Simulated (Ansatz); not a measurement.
# PBE/cc-pVDZ run of HS− (hydrosulfide)

What is the energy change on altering one bond length of HS− (hydrosulfide) at PBE/cc-pVDZ? 

Program for the calculation: Ansatz 0.2.0.

3 further runs of the same task are left out: 2 that didn't finish, 1 set aside as unsound or not needed.

### Step 1. Starting point

HS−: 2 atoms, total charge -1, spin state singlet. SMILES: `[SH-]`. Geometry: relaxed at PBE0-D4/def2-TZVPD.

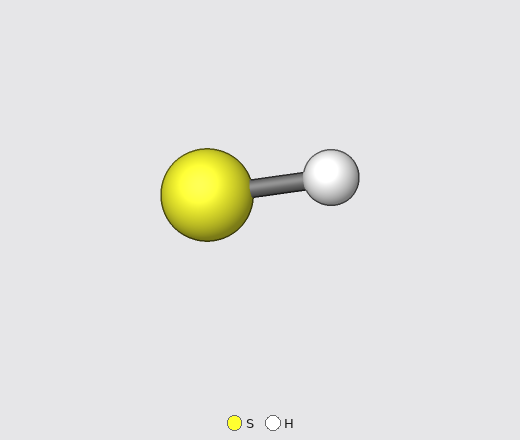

The structure, seen from a chosen angle (sulfur yellow, hydrogen white).

### Step 2. The energy at PBE/cc-pVDZ

The input, in.yaml:

```yaml
crystal:
  periodic: [false, false, false]
  atoms:
    - {symbol: S, position_ang: [0.574700, -0.187900, 0.295500]}
    - {symbol: H, position_ang: [-0.574700, 0.187900, -0.295500]}
basis:
  gaussian:
    orbitals: cc-pVDZ
total_charge: -1
hamiltonian:
  xc: {name: PBE}
accuracy: high
```

Command:

```console
$ ansatz run in.yaml --threads 1 --pin off --max-ram 2610MiB --events-out events.jsonl --progress --plain --runs-dir runs
```

The program printed:

```text
Warning: RAYON_NUM_THREADS=1 ignored (pool sized by the plan → 1); use --threads N
Functional definition: PBE
  name "PBE"
  parameter kappa = 0.804
  parameter beta = 0.06672455060314922
  exchange = pbe_x(kappa = kappa, mu = beta*pi^2/3)
  correlation = pbe_c(beta = beta)
415 factors; integrals over basis functions are off by at most 3.0e-9 eV
mean field evaluation 1: about -10846.7805 eV, gradient 1.0e1 eV
mean field evaluation 2: about -10846.7147 eV, gradient 1.1e1 eV
mean field evaluation 4: about -10847.0396 eV, gradient 2.9e-1 eV
mean field evaluation 8: about -10847.0381 eV, gradient 1.5e-3 eV
mean field evaluation 16: about -10847.0381 eV, gradient 2.7e-9 eV
mean field -10847.03814277 eV, -398.6212993602 hartree, gradient 2.7e-9 eV, S^2 0.000000; 0 other end points of the search recorded, 0 dependent functions left out
reference -10847.03814452 eV, -398.6212994244 hartree; 9, 9 occupied and 14, 14 virtual orbitals, 415 factors
Total energy: -10847.03814452 eV, -398.6212994244 hartree
```

Wall time 0.52 s (1 thread of Arm Neoverse V2, shared host).

### Step 3. The distorted shape

The input, job.yaml:

```yaml
crystal:
  periodic: [false, false, false]
  atoms:
    - {symbol: S, position_ang: [0.862085, -0.281862, 0.443268]}
    - {symbol: H, position_ang: [-0.574700, 0.187900, -0.295500]}
basis:
  gaussian: {orbitals: cc-pVDZ}
total_charge: -1
accuracy: high
hamiltonian: {xc: pbe}
```

Command:

```console
$ ansatz run job.yaml --threads 1 --pin off --max-ram 2610MiB --events-out events.jsonl --progress --plain --runs-dir runs
```

The program printed:

```text
Warning: RAYON_NUM_THREADS=1 ignored (pool sized by the plan → 1); use --threads N
Functional definition: PBE
  name "PBE"
  parameter kappa = 0.804
  parameter beta = 0.06672455060314922
  exchange = pbe_x(kappa = kappa, mu = beta*pi^2/3)
  correlation = pbe_c(beta = beta)
412 factors; integrals over basis functions are off by at most 3.0e-9 eV
mean field evaluation 1: about -10845.7475 eV, gradient 1.5e1 eV
mean field evaluation 2: about -10844.6629 eV, gradient 2.2e1 eV
mean field evaluation 4: about -10846.4172 eV, gradient 5.1e-1 eV
mean field evaluation 8: about -10846.4167 eV, gradient 1.1e-2 eV
mean field evaluation 16: about -10846.4167 eV, gradient 7.9e-8 eV
mean field -10846.41672304 eV, -398.5984626065 hartree, gradient 7.9e-8 eV, S^2 0.000000; 0 other end points of the search recorded, 0 dependent functions left out
reference -10846.41672476 eV, -398.5984626697 hartree; 9, 9 occupied and 14, 14 virtual orbitals, 412 factors
Total energy: -10846.41672476 eV, -398.5984626697 hartree
```

Wall time 0.49 s (1 thread of Arm Neoverse V2, shared host).

### Step 4. What came out

Level: PBE/cc-pVDZ.

| quantity | value |
| --- | --- |
| first shape: total energy | -398.62130 Eh |
| distorted shape: total energy | -398.59846 Eh |
| energy change with the S1–H2 bond stretched from 1.346 to 1.682 Å | 0.621 eV |

**Reading.** With the S1–H2 bond stretched from 1.346 to 1.682 Å the energy rises by 0.62 eV (14.3 kcal/mol). The first shape isn't relaxed at this level, so the change isn't measured from a minimum.
